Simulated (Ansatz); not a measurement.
## SnO2 (Cassiterite): the dielectric response by several routes

Wanted: ε∞ of SnO2 (Cassiterite) from perturbation theory and the RPA step of G0W0, with cost.

Main program and level: Ansatz 0.2.0; linear response on PBE, plane waves, PAW.

## 1. The structure

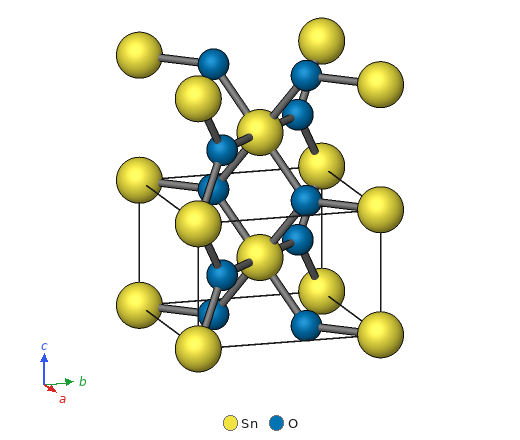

The starting structure, seen slightly off an axis (tin yellow, oxygen blue). 1×1×2 cells are drawn. Some periodic images of atoms are drawn too.

The cell and positions come from the Crystallography Open Database and are kept as given unless a step says otherwise. The default PAW set here is soft_2. Its files were made with PBE.

## 2. Response to a homogeneous field

ε∞ sets how strongly the crystal screens. Perturbation theory gives it with local fields and without a sum over empty bands.

This step: dielectric response by perturbation theory, PBE, plane waves, PAW.

The input, input.yaml:

```yaml
crystal:
  lattice:
    - [4.738, 0.0, 0.0]
    - [0.0, 4.738, 0.0]
    - [0.0, 0.0, 3.1865]
  atoms:
    - { symbol: Sn, position: [0.0, 0.0, 0.0] }
    - { symbol: Sn, position: [0.5, 0.5, 0.5] }
    - { symbol: O, position: [0.3071, 0.3071, 0.0] }
    - { symbol: O, position: [0.1929, 0.8071, 0.5] }
    - { symbol: O, position: [0.6929, 0.6929, 0.0] }
    - { symbol: O, position: [0.8071, 0.1929, 0.5] }
kpoints:
  mp_grid: { grid: [4, 4, 6] }
hamiltonian:
  xc: pbe
scf:
  occupations: { method: fixed }
dielectric: {}
```

Launch:

```sh
$ ansatz run input.yaml --threads 3 --pin off --max-ram 64512MiB --backend cuda --events-out ev --progress --plain --runs-dir out --devices 1 --max-vram 24GiB  # rebuilt from the run's record
```

Numbers of over 12 decimals in the logs are rounded to 6 here.

What it wrote:

```text
GPUs: using 1 of 1 available (devices: 1).
Engine: ansatz 0.2.0, x86_64-unknown-linux-gnu
Pseudopotentials: kind: paw
Pseudopotential: Sn, paw, valence charge 14, recommended cutoff 420 eV (normal), Sn.paw.azcp
Pseudopotential: O, paw, valence charge 6, recommended cutoff 420 eV (normal), O.paw.azcp
Functional definition: PBE
  parameter kappa = 0.804
  parameter beta = 0.066725
  exchange = pbe_x(kappa = kappa, mu = beta*pi^2/3)
  correlation = pbe_c(beta = beta)
device memory: the entry about to start is reckoned to put 1.7 GiB on a device that reports 67.2 GiB free (of which the cap on the GPU budget leaves the run 24.0 GiB)
GPU FFT provider: cuFFT
GPU libraries: cuBLAS 13.8.1, cuFFT 12.4.0, cuSOLVER 12.3.2
Crystal: 6 atoms, lattice volume = 71.533 Å³
Basis set: ecut = 420 eV, 1411 PW (Γ), exchange–correlation on 64×64×48 points (8 copies of the dense FFT grid, shifted against one another)
Bands: 32, of which v1, the nominal top of the filled ones, is band 26 counted from 1 (25 counted from 0)
Symmetry: 16 space group operations
k-points: 42 of 96 (irreducible under 2 space group operations, time reversal used)
Non-local potential: Sn, projectors of the file, l = 0: 2, l = 1: 2, l = 2: 2, l = 3: 2
Non-local potential: O, projectors of the file, l = 0: 2, l = 1: 2, l = 2: 1
PAW form: soft (Blöchl's): semilocal exchange-correlation on the pseudo side does not see the compensation charge
PAW one-centre angular grid: Sn, 590 points (default); XC on 64 Gauss nodes
PAW one-centre angular grid: O, 110 points (default); XC on 64 Gauss nodes
Initial density: superposition of atomic densities (neutral atoms: chi_scale 0, normalization atom), corrected by the library's trained network
Initial wavefunctions: pseudopotential atomic-orbital guess
GPU buffer pool allocated for 24576 grid points (all kernels)
GPU transforms: local potential and band sums: pruned to the plane-wave sphere, on 32×32×24
Functional: x = pbe(κ = 0.804, μ = 0.219515), c = pbe(β = 0.066725)
SCF iter   1: F=—  HF=-14317.835835 eV  |F-HF|=—  |Δ(HF+E_count)|=         —  Δρ=1.08e-3  dr2=2.71e-4  ethr=1.77e-3  ⟨swp⟩=4.0  Hψ=5214  notcnv=0  defer=168
preconditioner: auto → Resta (q_TF=auto, 2.587 Å⁻¹)  ε∞=3.6  [insulator: Δε(μ)=1.283 eV  Ē_g=19.761 eV  n_scr=18 (ndim 8)  ℏωp=31.7 eV  f_vac=0.027  ε∞_Penn≈3.6]
SCF iter   2: F=—  HF=-14317.837654 eV  |F-HF|=—  |Δ(HF+E_count)|=   1.82e-3  Δρ=6.13e-4  dr2=8.50e-5  ethr=5.22e-7  ⟨swp⟩=2.6  Hψ=2907  notcnv=0  defer=168
SCF iter   3: F=—  HF=-14317.838014 eV  |F-HF|=—  |Δ(HF+E_count)|=   3.60e-4  Δρ=2.45e-4  dr2=2.15e-5  ethr=1.63e-7  ⟨swp⟩=2.0  Hψ=1768  notcnv=0  defer=168
SCF iter   4: F=—  HF=-14317.837968 eV  |F-HF|=—  |Δ(HF+E_count)|=   4.61e-5  Δρ=4.60e-5  dr2=1.28e-6  ethr=4.13e-8  ⟨swp⟩=2.0  Hψ=1767  notcnv=0  defer=109
SCF iter   5: F=—  HF=-14317.838193 eV  |F-HF|=—  |Δ(HF+E_count)|=   2.25e-4  Δρ=9.80e-6  dr2=4.76e-8  ethr=2.47e-9  ⟨swp⟩=2.0  Hψ=2222  notcnv=0  defer=84
SCF iter   6: F=—  HF=-14317.838193 eV  |F-HF|=—  |Δ(HF+E_count)|=   8.21e-8  Δρ=2.54e-6  dr2=2.52e-9  ethr=9.15e-11  ⟨swp⟩=2.9  Hψ=2355  notcnv=0  defer=84
SCF iter   7: F=—  HF=-14317.838193 eV  |F-HF|=—  |Δ(HF+E_count)|=   1.13e-9  Δρ=6.67e-7  dr2=2.51e-10  ethr=4.85e-12  ⟨swp⟩=2.0  Hψ=2348  notcnv=0  defer=84
SCF iter   8: F=-14317.838193 eV  HF=-14317.838193 eV  |F-HF|=7.28e-12  |Δ(HF+E_count)|=  1.73e-10  Δρ=1.40e-7  dr2=1.42e-11  ethr=1.00e-12  ⟨swp⟩=9.5  Hψ=5316  notcnv=0
SCF 1 converged in 8 iterations: F = -14317.838193 eV  dr2 = 1.42e-11
  greatest PAW one-centre occupation: 0.996 electrons in one spin orbital (limit 2), on the Sn atom at site 0 (counted from 0), in its partial waves of l = 2
the response reads at least the filled bands of the reference SCF and the lowest empty band at each k-point, and that SCF's band table does not vouch for those bands. The notice of the band table in this run's record says why
device memory: the entry about to start is reckoned to put 0.1 GiB on a device that reports 67.1 GiB free (of which the cap on the GPU budget leaves the run 24.0 GiB)
device memory: the entry about to start is reckoned to put 1.3 GiB on a device that reports 67.1 GiB free (of which the cap on the GPU budget leaves the run 24.0 GiB)
DFPT response loops at Γ: preconditioner auto → Resta (q_TF=auto, 2.587 Å⁻¹)  ε∞=6.8 (no band partly filled); β = 1.00, the filter's whole step (`scf.mixing.beta` (0.50) is not read by the response loops at its default; to damp them type it under 1.00, their step now; it binds the ground state too); Broyden in place of MSR1
── the response to a field inside a basis, on 6×6×8 k-points: an SCF that follows is theirs, and a resumed run solves both again ──
device memory: the entry about to start is reckoned to put 0.2 GiB on a device that reports 66.8 GiB free (of which the cap on the GPU budget leaves the run 24.0 GiB)
GPU FFT provider: cuFFT
GPU libraries: cuBLAS 13.8.1, cuFFT 12.4.0, cuSOLVER 12.3.2
Bands: 27, of which v1, the nominal top of the filled ones, is band 26 counted from 1 (25 counted from 0)
k-points: 24 of 288
Initial density: handed on by an earlier stage of this run
Initial wavefunctions: pseudopotential atomic-orbital guess (no wavefunctions were taken with the density)
GPU buffer pool allocated for 24576 grid points (all kernels)
GPU transforms: band sums: pruned to the plane-wave sphere, on 32×32×24
Eigensolver: Dense (24 Hₖ)
SCF iter   1: F=—  HF=-14317.804366 eV  |F-HF|=—  |Δ(HF+E_count)|=         —  Δρ=4.52e-4  dr2=3.33e-5  ethr=1.00e-1
preconditioner: auto → Resta (q_TF=auto, 2.587 Å⁻¹)  ε∞=4.7  [insulator: Δε(μ)=1.986 eV  Ē_g=16.432 eV  n_scr=18 (ndim 8)  ℏωp=31.7 eV  f_vac=0.027  ε∞_Penn≈4.7]
SCF iter   2: F=—  HF=-14317.804369 eV  |F-HF|=—  |Δ(HF+E_count)|=   3.41e-6  Δρ=1.86e-4  dr2=7.79e-6  ethr=6.41e-8
SCF iter   3: F=—  HF=-14317.804373 eV  |F-HF|=—  |Δ(HF+E_count)|=   3.50e-6  Δρ=6.79e-5  dr2=8.31e-7  ethr=1.50e-8
SCF iter   4: F=-14317.804373 eV  HF=-14317.804373 eV  |F-HF|=4.82e-9  |Δ(HF+E_count)|=   3.84e-7  Δρ=6.45e-6  dr2=2.76e-8  ethr=1.60e-9
SCF 1 converged in 4 iterations: F = -14317.804373 eV  dr2 = 2.76e-8
  greatest PAW one-centre occupation: 0.996 electrons in one spin orbital (limit 2), on the Sn atom at site 1 (counted from 0), in its partial waves of l = 2
device memory: the entry about to start is reckoned to put 0.1 GiB on a device that reports 66.9 GiB free (of which the cap on the GPU budget leaves the run 23.9 GiB)
device memory: the entry about to start is reckoned to put 1.5 GiB on a device that reports 66.9 GiB free (of which the cap on the GPU budget leaves the run 23.9 GiB)
DFPT response loops at Γ: preconditioner auto → Resta (q_TF=auto, 2.587 Å⁻¹)  ε∞=5.5 (no band partly filled); β = 1.00, the filter's whole step (`scf.mixing.beta` (0.50) is not read by the response loops at its default; to damp them type it under 1.00, their step now; it binds the ground state too); Broyden in place of MSR1
SCF converged after 8 iterations
Free energy (F): -14317.838193 eV
Harris-Foulkes:  -14317.838193 eV  (|F-HF|=7.28e-12)
Internal energy: -14317.838193 eV  (E = F + TS)
E sigma→0 (E₀):  -14317.838193 eV
Fermi energy:    9.527108 eV
--- Per-component energies (eV) ---
  E_band       = -114.466640
  E_kinetic    = 1085.326323
  E_local      = -2860.965559  (includes V_loc(G=0)·N_el)
  E_nonlocal   = 134.899376
  E_hartree    = 1491.162661
  E_xc         = -1054.963249
  E_vxc        = -564.077077  (∫ρ·V_xc dr)
  E_paw        = -8930.455982  (= ΣΔE_a)
  E_vpaw       = -891.985069  (= ΣTr[D̂ρ^β])
  E_aug_tail   = 0.010016  (compensation charges beyond the density's cutoff)
  E_ewald      = -4182.851779
  E_smearing   = -0.000000  (= −TS)
  E_closure    = -0.000000  (closes the sum)
  Σ components = -14317.838193   (vs F -14317.838193, Δ=0.00e0)
--- Band table (eV; the first three rows and the last of 42) ---
  k-point 0: bands = [... 22 lower, 8.3047, 8.7532, 8.7532, 9.5271, 10.8088, 15.6950, 15.8966, 15.8966, ... 2 higher]
  k-point 1: bands = [... 22 lower, 7.3870, 8.7740, 8.7740, 9.2974, 12.3011, 16.1970, 16.9813, 16.9813, ... 2 higher]
  k-point 2: bands = [... 22 lower, 7.1214, 8.5390, 8.5390, 8.6798, 14.3615, 16.4989, 18.4075, 18.9674, ... 2 higher]
  k-point 41: bands = [... 22 lower, 8.5580, 8.5580, 8.6927, 8.6927, 14.4669, 14.4669, 18.4242, 18.4242, ... 2 higher]
--- Dielectric response (ions clamped): 3 representative field directions + reference, inside a basis on a mesh of 288 k-points (Σ response iterations 18) ---
  ε∞ (high-frequency dielectric tensor):
        4.333715     0.000000     0.000000
        0.000000     4.333715     0.000000
        0.000000     0.000000     4.674867
  Born effective charges Z* (e; rows j = field, columns β = displacement):
    site 0:
         4.12663    0.46828    0.00000
         0.46828    4.12663    0.00000
         0.00000    0.00000    4.53913
    site 1:
         4.12663   -0.46828    0.00000
        -0.46828    4.12663    0.00000
         0.00000    0.00000    4.53913
    site 2:
        -2.06332   -0.73047   -0.00000
        -0.73047   -2.06332   -0.00000
        -0.00000   -0.00000   -2.26956
    site 3:
        -2.06332    0.73047   -0.00000
         0.73047   -2.06332    0.00000
         0.00000   -0.00000   -2.26956
    site 4:
        -2.06332   -0.73047   -0.00000
        -0.73047   -2.06332   -0.00000
        -0.00000   -0.00000   -2.26956
    site 5:
        -2.06332    0.73047   -0.00000
         0.73047   -2.06332    0.00000
         0.00000   -0.00000   -2.26956
  Z* charge neutrality: 9.555e-3 e pre-enforcement
  solved inside a basis spanned on kpoints, on 6×6×8 k-points, its susceptibility summed on 8×8×12: ε∞ is read to err by 1.6e-2, Z* by 3.3e-2 e (field_mesh: kpoints solves on kpoints); Z* is corrected for what the basis lacks
```

Elapsed: 11 s, on 1 × NVIDIA H100 80GB HBM3 (shared by 3 runs) with 3 threads of AMD EPYC 7R13 (Zen 3), shared host; peak memory 1.4 GiB; 21 s of CPU time.

The column dr2 measures how far the density is from self-consistency, as an energy; F and HF (Harris–Foulkes) agree once it is small.

Numbers from this step:

```yaml
stated_error_of_eps_infinity: 0.016
```

One over ε∞ averages 0.23, near the quarter of exact exchange in PBE0.

High-frequency dielectric tensor:

```
4.33 0.00 0.00
0.00 4.33 0.00
0.00 0.00 4.67
```

Born effective charge (e), principal values of the symmetric part by kind of site:

```tsv
atom	atoms with these values	low	middle	high	mean
Sn1	2	3.66	4.54	4.59	4.26
O3	4	-2.79	-2.27	-1.33	-2.13
```

In full for O3:

```
-2.06 -0.73  0.00
-0.73 -2.06  0.00
 0.00  0.00 -2.27
```

## 3. RPA screening from the G0W0 run

Now the one-shot GW correction: screening in the RPA, then the self-energy of the levels asked for.

This step: G0W0 on PBE, plane waves, PAW.

input.yaml, as its differences from that of step 2:

```diff
@@ -13,3 +13,3 @@
 kpoints:
-  mp_grid: { grid: [4, 4, 6] }
+  mp_grid: { grid: [4, 4, 4] }
 hamiltonian:
@@ -18,2 +18,7 @@
   occupations: { method: fixed }
-dielectric: {}
+gw:
+  n_empty_bands: 459
+  ecut_chi: 200.0
+  qp_bands: [v2, c2]
+  qp_kpoints: band_edges
+  screening: { model: contour_deformation }
```

What it wrote:

```text
GPUs: using 1 of 1 available (devices: 1).
[...]
GPU FFT provider: cuFFT
GPU libraries: cuBLAS 13.8.1, cuFFT 12.4.0, cuSOLVER 12.3.2
Crystal: 6 atoms, lattice volume = 71.533 Å³
Basis set: ecut = 420 eV, 1411 PW (Γ)
Bands: 32, of which v1, the nominal top of the filled ones, is band 26 counted from 1 (25 counted from 0)
[... 1 set-up line as in the run before ...]
[...]
k-points: 18 of 64
[...]
2    28     15.7701   -14.7508    -4.9211   -20.7659  0.7842    16.8879    16.8641  root
[...]
17    25      8.6943   -26.6246     5.2257   -20.3046  0.7424     7.5707     7.6000  root
    17    26      8.6943   -26.6246     5.2257   -20.3046  0.7424     7.5707     7.6000  root
    17    27     14.4679   -13.3307    -4.4957   -18.6872  0.8088    15.3390    15.3286  root
    17    28     14.4679   -13.3307    -4.4957   -18.6872  0.8088    15.3390    15.3286  root
[key lines of the parts left out:]
SCF converged after 6 iterations
Free energy (F): -14317.829556 eV
Fermi energy:    9.528859 eV
```

The job ended after 20 s (1 × NVIDIA H100 80GB HBM3 (shared by 3 runs) with 3 threads; peak memory 2 GiB; 32 s of CPU time).

Numbers from this step:

| Property | Result |
| --- | --- |
| bands summed | 485 |
| RPA ε∞ on this mesh (eigenvalues) | 4.441, 4.441, 4.711 |
| plane waves in the screening matrix | 471 |
| G0W0 gap on the mesh | 2.824 eV |
| k of the valence top | 0, 0, 0 |
| k of the conduction bottom | 0, 0, 0 |
| starting gap on the mesh | 1.281 eV |
| least direct G0W0 gap on the computed points | 2.824 eV |

The gap on the mesh goes from 1.28 eV to 2.82 eV, a correction of +1.54 eV. Between the two edge states, bare exchange in place of the xc potential would open the gap by 10.18 eV, and correlation takes back 8.64 eV.

Mean over the mesh in bins of 0.25 1/Å. The static inverse dielectric function, diagonal by length of q+G:

```tsv
length of q+G (Å⁻¹)	static inverse dielectric function, diagonal
0.33	0.265
0.74	0.336
1.01	0.396
1.50	0.507
2.02	0.619
2.25	0.664
2.76	0.746
3.25	0.807
3.50	0.830
4.00	0.870
4.25	0.887
4.75	0.913
5.25	0.935
5.50	0.944
6.00	0.959
6.50	0.970
6.75	0.975
7.18	0.981
```

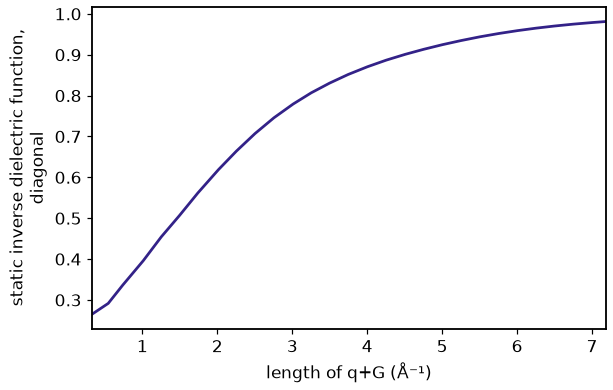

Static inverse dielectric function, diagonal against length of q+G.

## 4. The values together

Times are wall times on 1 × NVIDIA H100 80GB HBM3 (shared by 3 runs) with 3 threads of AMD EPYC 7R13 (Zen 3), shared host, good to a factor of about two.

```tsv
method	mesh	ε∞, low	middle	high	mean	time
perturbation theory (local fields and xc kernel)	4×4×6 (response on 288 points)	4.33	4.33	4.67	4.45	11 s
RPA with local fields, on the GW mesh	4×4×4	4.44	4.44	4.71	4.53	20 s
```

## 5. Outcome

```
perturbation theory (local fields and xc kernel) : 4.33, 4.33, 4.67
RPA with local fields, on the GW mesh            : 4.44, 4.44, 4.71
```

**Reading.** Mean Born effective charge: Sn1 4.26, O3 -2.13 e. The RPA values on the 4×4×4 mesh average 1.02 times those of perturbation theory (means 4.53 and 4.45). Without the xc kernel RPA should lie a little lower; it lies higher here. Perturbation theory sums its response on a denser mesh of its own, so the coarser sum of the GW run is the likely cause. PBE usually puts the gap too low, which tends to raise ε∞. Ions are clamped, so the lattice part of the static constant is not in these numbers.

[Paths, hosts, dates, memory and timing lines, banners, echoed tables and standing remarks are left out of the program output.]

[Logs are printed without paths, hosts, clocks, repeated set-up lines and the standing remarks that a program may print on its own settings, such as how far it seeks lower states.]

[Runs of the session that timed out or met a known fault of the program may be left out.]

[Cells called generated may have been cut or substituted from an entry of the Crystallography Open Database or the Materials Project.]

[Hosts, paths, dates, database ids (printed as entryN), source tags and the programs' standing remarks are cut or masked in the printed files.]
